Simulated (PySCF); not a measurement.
# C₃H₉BrGeSi: electronic excitations

Wanted: the electronic excitations of C₃H₉BrGeSi (`C=C[C@H](Br)[SiH2][GeH3]`), by calculation.

The runs use PySCF 2.14.0, with density-fitted response routines of our own; the level of theory stands in each step. All values are computed, except where a source is named. Atoms are numbered from 0 throughout.

### 1 The starting structure

15 atoms, charge 0, multiplicity 1; geometry from: GFN2-xTB.

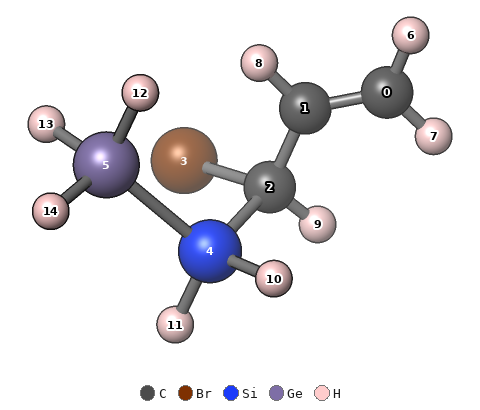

As it starts; carbon dark grey, bromine brown, silicon blue, germanium purple, hydrogen pink, atoms numbered.

### 2 Ultraviolet spectrum: B3LYP/def2-SVPD

Job settings and geometry (Å):

```
{"job": {"kind": "uv", "xc": "B3LYP", "basis": "def2-SVPD", "nstates": 8, "ntriplets": 3}, "charge": 0, "multiplicity": 1}
C     -2.548249     0.654950     0.294680
C     -1.277631     0.429235     0.579589
C     -0.639503    -0.899211     0.514273
Br     0.308603    -1.277909     2.210566
Si     0.717411    -0.988301    -0.842366
Ge     2.266206     0.711428    -0.439829
H     -2.966424     1.646105     0.310036
H     -3.219432    -0.145976     0.030444
H     -0.618967     1.246003     0.855528
H     -1.377073    -1.693589     0.413572
H      0.017487    -0.838875    -2.123157
H      1.298590    -2.328014    -0.743628
H      1.724394     2.096428    -0.636955
H      2.873563     0.742320     0.926269
H      3.436613     0.653395    -1.370934
```

Method: TDDFT B3LYP/def2-SVPD, vertical, gas phase, core orbitals frozen in the response.

The run is started by

```console
> OMP_NUM_THREADS=1 python probes_run.py task.json out
```

The driver reads the jobs from task.json and runs them one after another.

Log:

```text
coarse grid: 58952 points
cycle   1  E = -5059.6716434075  dE = -1.295e+00  |g| = 4.947e-01  |ddm| = 5.808e+00
cycle   2  E = -5059.6635782332  dE =  8.065e-03  |g| = 5.321e-01  |ddm| = 1.373e+00
cycle   3  E = -5059.7091294880  dE = -4.555e-02  |g| = 6.278e-02  |ddm| = 7.520e-01
cycle   4  E = -5059.7099518689  dE = -8.224e-04  |g| = 3.744e-02  |ddm| = 1.721e-01
cycle   5  E = -5059.7103006441  dE = -3.488e-04  |g| = 8.022e-03  |ddm| = 6.209e-02
cycle   6  E = -5059.7103154320  dE = -1.479e-05  |g| = 4.018e-03  |ddm| = 2.009e-02
cycle   7  E = -5059.7103195229  dE = -4.091e-06  |g| = 5.991e-04  |ddm| = 6.414e-03
final grid: 120016 points
cycle   8  E = -5059.7103107491  dE = -4.190e-08  |g| = 8.483e-04  |ddm| = 1.340e-02
cycle   9  E = -5059.7103104430  dE =  3.061e-07  |g| = 1.365e-03  |ddm| = 3.643e-03
cycle  10  E = -5059.7103109358  dE = -4.927e-07  |g| = 1.113e-04  |ddm| = 2.177e-03
cycle  11  E = -5059.7103109393  dE = -3.520e-09  |g| = 2.558e-05  |ddm| = 2.122e-04
cycle  12  E = -5059.7103109395  dE = -1.764e-10  |g| = 6.718e-06  |ddm| = 5.187e-05
converged SCF energy = -5059.7103109395

Static polarisability (au): isotropic 120.597, principal 106.495 118.872 136.425

Singlet excitations
state   eV       nm        f      main configurations
  1   5.1660    240.0   0.02229   H->L 0.67, H-1->L 0.29
  2   5.4597    227.1   0.03165   H-1->L 0.56, H-2->L 0.24, H->L 0.14
  3   5.8581    211.6   0.04967   H-2->L 0.63, H->L+1 0.17, H-1->L 0.08
  4   6.1646    201.1   0.08240   H->L+1 0.65, H-1->L+1 0.16
  5   6.3962    193.8   0.00251   H-3->L 0.73, H-1->L+1 0.24
  6   6.4878    191.1   0.07326   H-1->L+1 0.41, H->L+3 0.20, H-3->L 0.19
  7   6.5733    188.6   0.02257   H->L+3 0.52, H->L+2 0.24, H-1->L+1 0.09
  8   6.6424    186.7   0.02419   H->L+2 0.72, H->L+3 0.17

Triplet excitations (Tamm-Dancoff, eV): 4.1155 4.7221 5.0251
```

It took 61 s on 1 thread of Arm Neoverse V2, shared host; peak memory 0.92 GiB.

Frontier orbitals and where they lie:

| orbital | eV | atoms |
| --- | --- | --- |
| HOMO−3 | -8.49 | Ge5 33 %, Si4 30 %, C2 6 % |
| HOMO−2 | -8.02 | Br3 64 %, C2 10 %, C1 8 % |
| HOMO−1 | -7.70 | Br3 69 %, C1 10 %, C0 8 % |
| HOMO | -7.36 | Br3 32 %, C0 20 %, C1 16 % |
| LUMO | -1.27 | Br3 37 %, C2 19 %, C0 17 % |
| LUMO+1 | -0.48 | Si4 23 %, Ge5 17 %, C1 9 % |
| LUMO+2 | 0.04 | Ge5 30 %, Si4 14 %, H14 12 % |

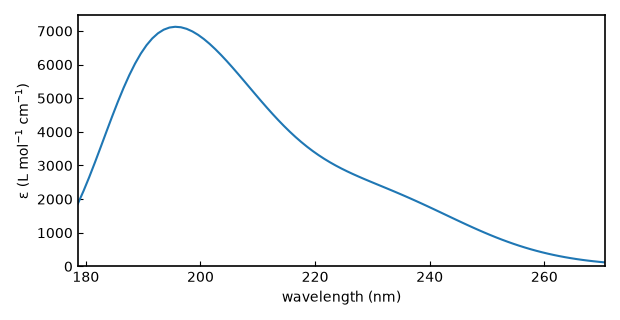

Absorption spectrum: each of the 8 states is a Gaussian band of 0.4 eV half-width at 1/e. Beyond the last state computed it falls off for lack of states.

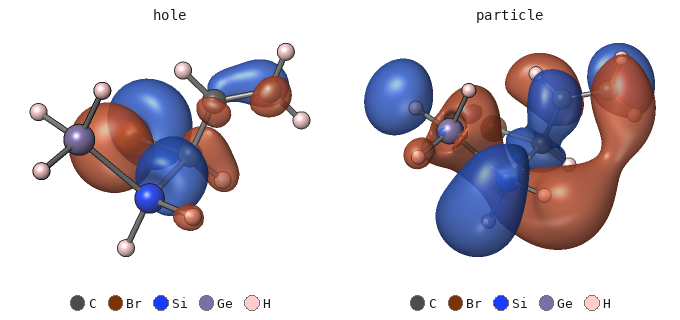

Leading natural transition orbitals of singlet state 4: the electron leaves the hole (left) for the particle orbital (right).

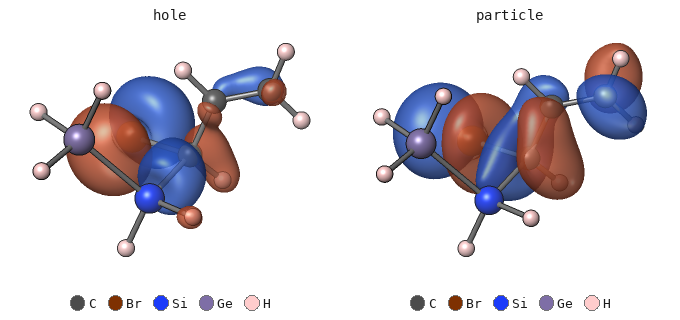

Leading natural transition orbitals of singlet state 1: the electron leaves the hole (left) for the particle orbital (right).

Further results of this job:

| property | computed |
| --- | --- |
| dipole moment (D) | 1.78 |
| polarisability (Å³) | 17.87 |
| HOMO–LUMO gap (eV) | 6.09 |
| −ε(HOMO) (eV) | 7.36 |

The fields below are evaluated on a grid from the run's orbitals.

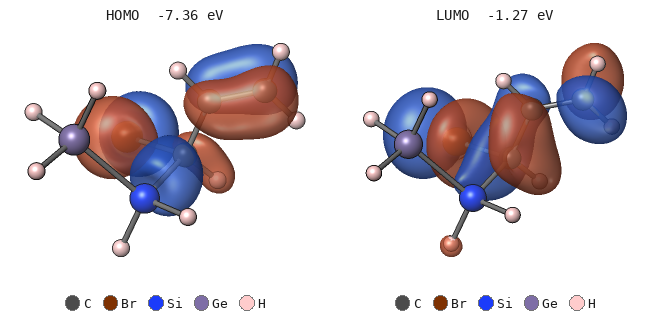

B3LYP/def2-SVPD orbitals near the gap, drawn at the value that encloses 70 % of each; the two colours are the two signs.

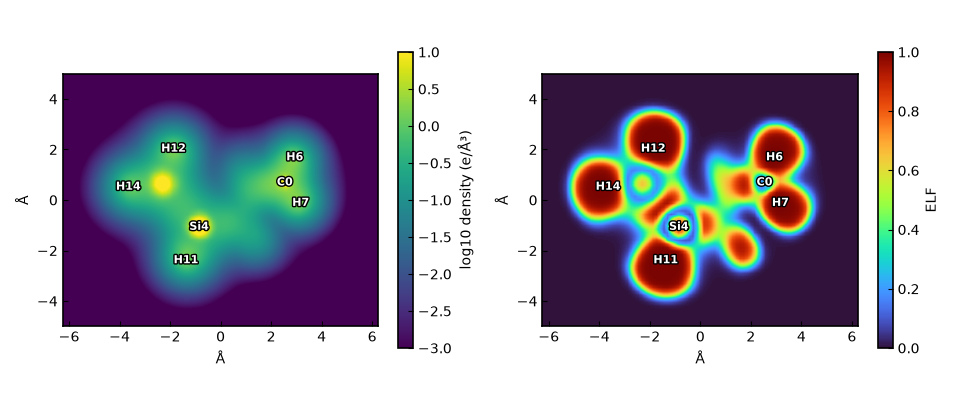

Density (left) and ELF (right) in a plane through or near 7 of the atoms.

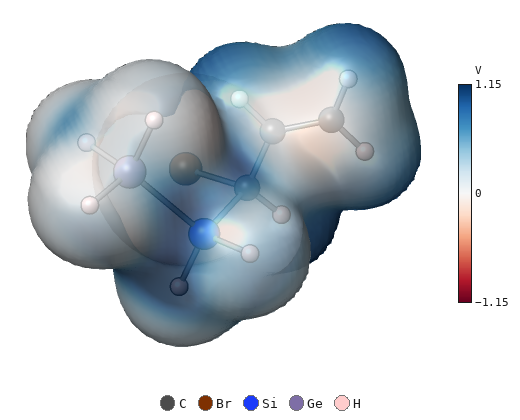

Electrostatic potential on the surface of density 0.002 e/bohr³; red is low, blue high. It runs from -0.57 V near Br3 to 1.15 V near H9.

### 3 Results

| quantity | value |
| --- | --- |
| lowest singlet (B3LYP/def2-SVPD) | 5.17 eV (240 nm), f = 0.022 |
| brightest single state of those computed | state 4, 6.16 eV, f = 0.082 |
| lowest triplet | 4.12 eV |
| surface potential, least and greatest | -0.57 V and 1.15 V |

What this shows: The lowest singlet, at 5.17 eV, is HOMO→LUMO 0.67, HOMO−1→LUMO 0.29 and is weak; of the 8 states computed, the strongest absorption comes from state 4 at 6.16 eV. The lowest triplet lies 1.05 eV below the lowest singlet (triplets in Tamm-Dancoff, singlets in full TDDFT). By nearest atom (B3LYP/def2-SVPD), the HOMO sits on Br3 32 %; C0 21 % and the LUMO on Br3 34 %; C2 19 %.
